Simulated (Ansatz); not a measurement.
Run report: WH$_{3}$Cl$_{4}$OF, geometry relaxation (part 2 of 2)

WH$_{3}$Cl$_{4}$OF; RKS PBE/def2-SVP (Ansatz 0.2.0). The input holds or restrains some coordinates. It belongs to a series of runs on one base structure; here: pulled along the bonds that form and break, towards end A.

Geometry of the input (Å):
```
W  0.0000  0.0000  0.0000
O  0.0000  0.0000  2.2900
H  -0.9095  -0.2814  2.6271
Cl 2.3900  0.0000  0.0000
Cl 0.0000  2.3900  0.0000
Cl -2.3900  0.0000  0.0000
Cl 0.0000  -2.3900  0.0000
H  0.0000  0.0000  -1.7200
F  1.4129  1.4719  0.6779
H  0.9245  0.9631  1.8084
```

Trajectory as extended XYZ, continued
```
10
Properties=species:S:1:pos:R:3:forces:R:3 step=5 energy=-56688.97556
W    -0.1200   -0.1714    0.0717    2.5585   1.7097  -0.0941
O    -0.2089   -0.2420    2.0281   -0.5700   0.4568  -0.1271
H    -0.9496   -0.2601    2.6711    0.2644   0.0895   0.1967
Cl    2.2675   -0.1790   -0.1182   -1.3649  -0.6780  -0.6793
Cl   -0.1939    2.2722   -0.1393   -0.6982  -1.4272  -0.6620
Cl   -2.3966   -0.0364   -0.0233   -0.4349  -0.4033  -0.2938
Cl   -0.0249   -2.4241   -0.0505   -0.2889  -0.5499  -0.4978
H    -0.0406   -0.0159   -1.6800   -0.6716  -0.2721   0.1203
F     1.8228    1.8727    1.2014    1.4375   1.2443   1.3272
H     1.2720    1.3377    1.7224   -0.2318  -0.1698   0.7100
10
Properties=species:S:1:pos:R:3:forces:R:3 step=6 energy=-56689.88876
W    -0.0112   -0.1157    0.0867   -0.3553   0.0340  -0.0397
O    -0.2596   -0.1914    2.0162   -0.0844   0.3537  -0.2774
H    -0.9618   -0.2532    2.7028    0.1106   0.0030  -0.1891
Cl    2.2183   -0.1982   -0.1931    0.4057  -0.1909  -0.5771
Cl   -0.2007    2.1671   -0.1968   -0.0241  -0.0838  -0.4605
Cl   -2.3553   -0.0989   -0.0607   -0.2321  -0.2985  -0.1347
Cl   -0.0581   -2.4131   -0.1135   -0.0643  -0.1308  -0.2606
H    -0.1601   -0.0640   -1.6805   -0.3799  -0.2748   0.6148
F     1.9199    1.9467    1.3531    0.3679   0.2432   0.9903
H     1.2965    1.3742    1.7692    0.2560   0.3451   0.3341
10
Properties=species:S:1:pos:R:3:forces:R:3 step=7 energy=-56690.28241
W     0.0207   -0.0716    0.0906   -0.1670   0.3094  -0.4749
O    -0.2846   -0.1167    1.9870   -0.2381  -0.0236   0.4274
H    -0.9698   -0.3606    2.6705    0.3868   0.2204  -0.7031
Cl    2.2554   -0.1676   -0.3205    0.0564  -0.1426  -0.4137
Cl   -0.1445    2.1739   -0.3886    0.1046  -0.1091  -0.2610
Cl   -2.3293   -0.0993   -0.0678   -0.3887  -0.1014   0.0812
Cl   -0.0497   -2.3796   -0.0848    0.1120  -0.1285  -0.1238
H    -0.3227   -0.1506   -1.6198   -0.0667  -0.2899   0.5171
F     1.9236    1.9265    1.4667    0.4501   0.3977   0.3637
H     1.3288    1.3993    1.9502   -0.2493  -0.1325   0.5870
10
Properties=species:S:1:pos:R:3:forces:R:3 step=8 energy=-56690.54698
W     0.0368   -0.0281    0.0697   -0.0464  -0.0717   0.0588
O    -0.2675   -0.0987    1.9729   -0.2947   0.0754   0.3281
H    -0.9887   -0.3500    2.6216    0.5172   0.1775  -0.8536
Cl    2.2548   -0.1865   -0.4676   -0.0775   0.1028  -0.2312
Cl   -0.1080    2.1844   -0.5142    0.0816  -0.1226  -0.1989
Cl   -2.3498   -0.0919   -0.0174    0.0228   0.0064   0.0681
Cl   -0.0034   -2.3533   -0.1082    0.0158  -0.0476   0.0311
H    -0.3772   -0.2525   -1.5731   -0.1934  -0.0973   0.2046
F     1.9030    1.8941    1.5595    0.0644   0.0110   0.2904
H     1.3280    1.4362    2.1402   -0.0898  -0.0338   0.3026
10
Properties=species:S:1:pos:R:3:forces:R:3 step=9 energy=-56690.73143
W     0.0597   -0.0183    0.0474    0.1060  -0.0370   0.1799
O    -0.2425   -0.0661    1.9502   -0.3248  -0.0304   0.2725
H    -1.0006   -0.3588    2.5378    0.5424   0.2341  -0.8218
Cl    2.2611   -0.1537   -0.6028   -0.1925   0.0472  -0.0955
Cl   -0.0721    2.1625   -0.6485    0.0687  -0.0902  -0.0778
Cl   -2.3338   -0.0658    0.0291   -0.0542   0.0259   0.1073
Cl    0.0247   -2.3550   -0.0777    0.0746   0.0833   0.0398
H    -0.4706   -0.3059   -1.5368   -0.0985  -0.1015   0.1236
F     1.8799    1.8377    1.6556   -0.2800  -0.2138   0.4668
H     1.3220    1.4769    2.3291    0.1583   0.0824  -0.1948
10
Properties=species:S:1:pos:R:3:forces:R:3 step=10 energy=-56690.87570
W     0.0964   -0.0003    0.0230   -0.2922  -0.1731   0.3797
O    -0.2311   -0.0175    1.9217    0.2250   0.1422  -0.1669
H    -1.0571   -0.3074    2.3813    0.0982   0.0697  -0.3818
Cl    2.2387   -0.0985   -0.7923    0.0118   0.0074   0.0045
Cl   -0.0472    2.1482   -0.7568   -0.0060   0.0014  -0.0016
Cl   -2.3243   -0.0293    0.1092    0.0442  -0.0261   0.0159
Cl    0.1242   -2.3377   -0.0082    0.0405   0.0711   0.0389
H    -0.5576   -0.4058   -1.4803   -0.0102   0.0625   0.1186
F     1.8596    1.7560    1.7938    0.2127   0.0808  -0.2476
H     1.3262    1.4459    2.4920   -0.3240  -0.2360   0.2401
10
Properties=species:S:1:pos:R:3:forces:R:3 step=11 energy=-56690.91826
W     0.0949   -0.0198    0.0277    0.1402   0.0894   0.4586
O    -0.2487    0.0423    1.9278    0.0559   0.0996  -0.4398
H    -1.1474   -0.1567    2.2857    0.0093   0.0101  -0.1703
Cl    2.2313   -0.0438   -0.8117    0.0423  -0.0043  -0.0463
Cl   -0.0996    2.1345   -0.7355   -0.0126   0.0273   0.0333
Cl   -2.3241   -0.1320    0.1202   -0.0736  -0.0297   0.1400
Cl    0.2155   -2.3302   -0.0085   -0.0059  -0.0926   0.0521
H    -0.5932   -0.3905   -1.4592   -0.0537   0.0080  -0.0019
F     1.9457    1.6150    1.8183    0.1413   0.0589  -0.1222
H     1.3535    1.4347    2.5186   -0.2433  -0.1667   0.0965
10
Properties=species:S:1:pos:R:3:forces:R:3 step=12 energy=-56690.93971
W     0.1265   -0.0216    0.0295   -0.1642   0.1177   0.5356
O    -0.2975    0.0917    1.9101    0.0713   0.0436  -0.3742
H    -1.2591   -0.0879    2.1427    0.4972   0.1410  -0.2122
Cl    2.2504   -0.0059   -0.8726   -0.1010  -0.0409   0.0599
Cl   -0.1141    2.1396   -0.7233   -0.0355  -0.0884   0.0826
Cl   -2.3084   -0.1976    0.2012   -0.2001  -0.0518  -0.1589
Cl    0.2851   -2.3253    0.0373    0.0275  -0.0297  -0.0025
H    -0.6396   -0.3885   -1.4274    0.0602   0.0446   0.1110
F     2.0070    1.5512    1.8521   -0.0854  -0.0393   0.0633
H     1.3776    1.3978    2.5337   -0.0700  -0.0968  -0.1046
10
Properties=species:S:1:pos:R:3:forces:R:3 step=13 energy=-56690.95756
W     0.1282   -0.0320    0.0259   -0.0219  -0.0134   0.5562
O    -0.2798    0.1089    1.9036   -0.0919   0.1490  -0.4507
H    -1.2560    0.0131    2.1048    0.3031  -0.0447  -0.0614
Cl    2.2447   -0.0108   -0.8764   -0.0635   0.0338   0.0057
Cl   -0.1575    2.1369   -0.6752    0.0345  -0.0263   0.0110
Cl   -2.3150   -0.2572    0.1862   -0.0655  -0.0015  -0.0051
Cl    0.3044   -2.3358    0.0335   -0.0013   0.0107  -0.0054
H    -0.6424   -0.3715   -1.4282    0.0054   0.0036   0.0113
F     2.0157    1.5054    1.8640    0.1831   0.0408  -0.1661
H     1.3856    1.3967    2.5453   -0.2819  -0.1520   0.1045
10
Properties=species:S:1:pos:R:3:forces:R:3 step=14 energy=-56690.96376
W     0.1288   -0.0322    0.0353   -0.2359   0.1283   0.4252
O    -0.3202    0.1701    1.8933    0.2815  -0.0059  -0.3258
H    -1.2834    0.0362    2.0954    0.0005   0.0106  -0.0248
Cl    2.2176    0.0145   -0.9188    0.0209   0.0008   0.0049
Cl   -0.1697    2.1426   -0.6435    0.0020  -0.0085  -0.0176
Cl   -2.3217   -0.3020    0.1616    0.0427   0.0053  -0.0124
Cl    0.3343   -2.3303    0.0728    0.0204   0.0048   0.0404
H    -0.6211   -0.3736   -1.4257   -0.0033  -0.0132  -0.0354
F     2.0549    1.4530    1.8731    0.2586   0.0163  -0.2680
H     1.4084    1.3755    2.5398   -0.3874  -0.1384   0.2135
```

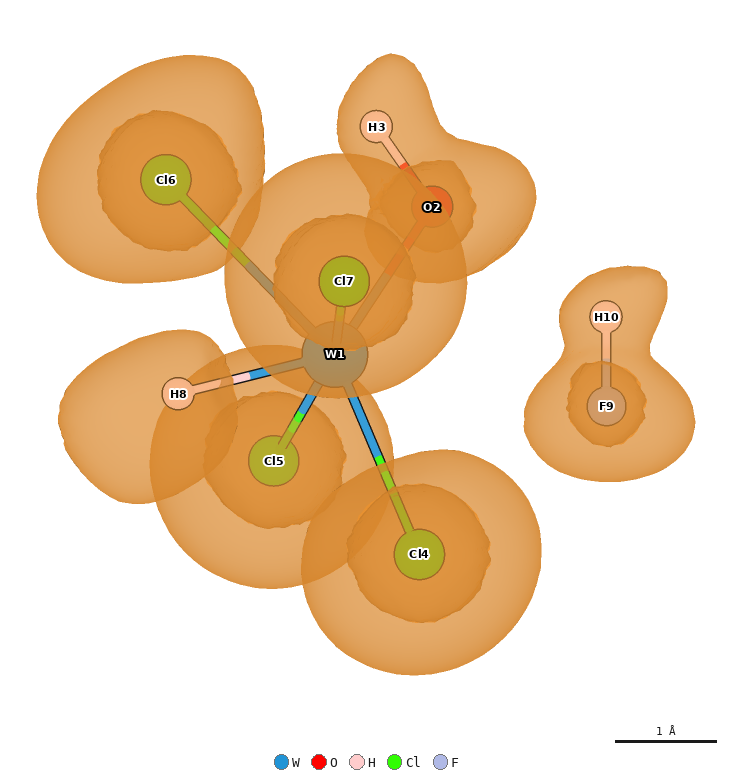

Figure 1. Isosurface of the electron localisation function at 0.75 (orange), seen at a tilt. Only the valence region is drawn (cores and ρ < 0.01 e/Å³ removed). Values along the shortest contacts: W1···F9 (3.05 Å): the ELF is only about 0.05 between them. W–O (1.92 Å): the ELF peaks at about 0.85 in the valence shell of O, 0.6 Å from its nucleus, and drops to about 0.25 between the two atoms.

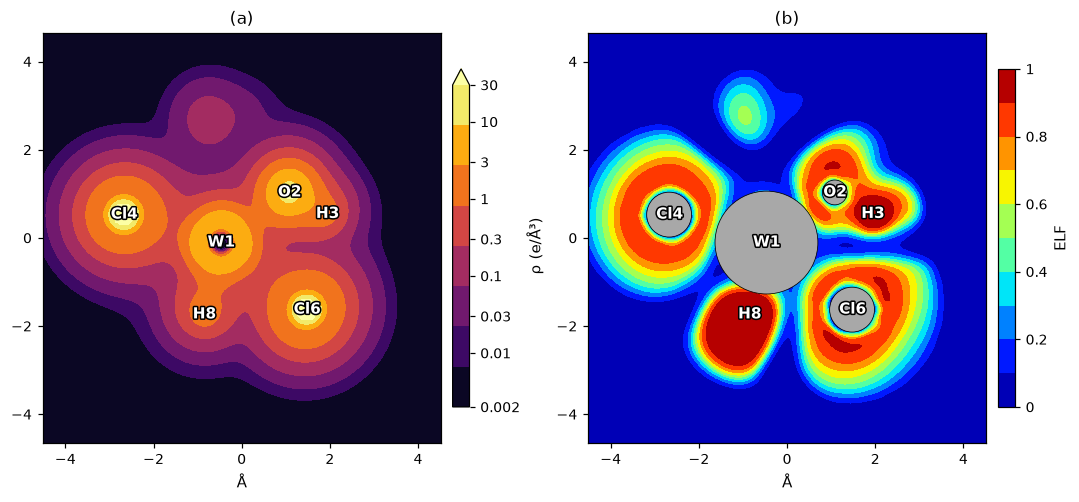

Figure 2. (a) electron density; (b) electron localisation function on the plane of atoms O2, W1 and Cl4. Grey discs, where drawn, cover atomic cores. The section cuts through W, O, H and Cl sites. W–O (1.92 Å): ρ is about 1.1 e/Å³ halfway; the ELF peaks at about 0.85 in the valence shell of O, 0.6 Å from its nucleus, and drops to about 0.25 between the two atoms. W–Cl (2.30 Å): ρ is about 0.69 e/Å³ halfway; the ELF peaks at about 0.85 in the valence shell of Cl, 0.8 Å from its nucleus, and is about 0.40 at the midpoint. W–Cl (2.47 Å): ρ is about 0.5 e/Å³ halfway; the ELF peaks at about 0.85 in the valence shell of Cl, 0.8 Å from its nucleus, and is about 0.40 at the midpoint. W–H (1.68 Å): ρ is about 1.7 e/Å³ halfway, with its minimum of 1 e/Å³ about 1.1 Å from W; the ELF climbs to about 1 towards the hydrogen.

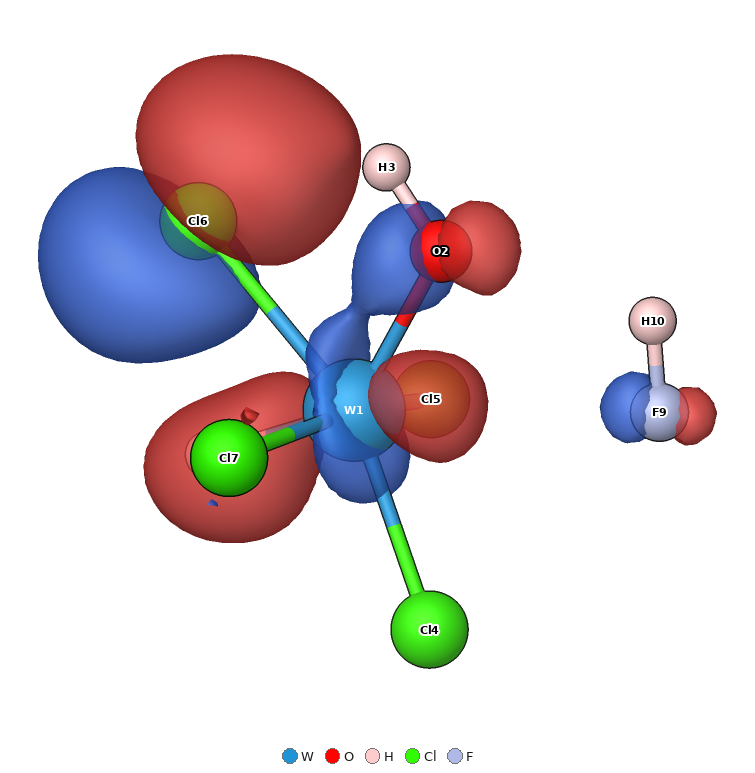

Figure 3. One frontier orbital at ±0.1 Å⁻³ᐟ² (blue and red are the two phases), seen at an oblique angle. The HOMO, at −7.16 eV.

Results in brief

```csv
quantity,value
outcome,converged under the restraints of the input
total energy,−56690.9638 eV
mean-field energy,−56690.9638 eV
"largest force (length of the vector) at the end, held atoms and coordinates included",0.503 eV/Å
hardware,"4 threads of Arm Neoverse V2, 24 GiB of memory available, shared host"
wall time,42 s (CPU time 2.6 min)
peak memory,0.26 GiB
```
